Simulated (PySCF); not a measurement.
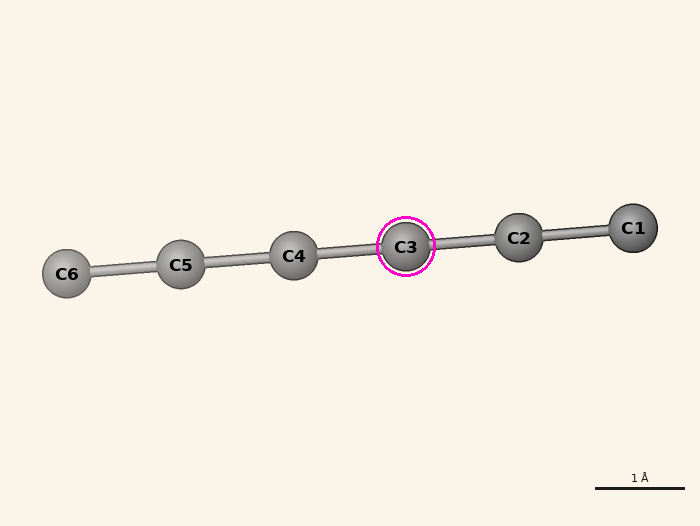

Orthographic view. Depth is shown by fading: the farther an atom, the more it takes the colour of the background. The species is neutral and a spin triplet. The geometry was computed by an optimisation with PBE0-D3(BJ)/def2-SVP. No frequency run is at hand to confirm it as a minimum.

Which atoms are bonded to the circled atom?

The circled atom is C3; it is bonded to C2, C4.

Which two atoms are farthest apart in space?

C1 and C6, 6.48 Å.

What is the shortest path along bonds from the circled atom to C6?

C3–C4–C5–C6, 3 bonds; through space the two are 3.88 Å apart.

The spin state was imposed, and no run here compares it with a lower spin, which may lie lower.
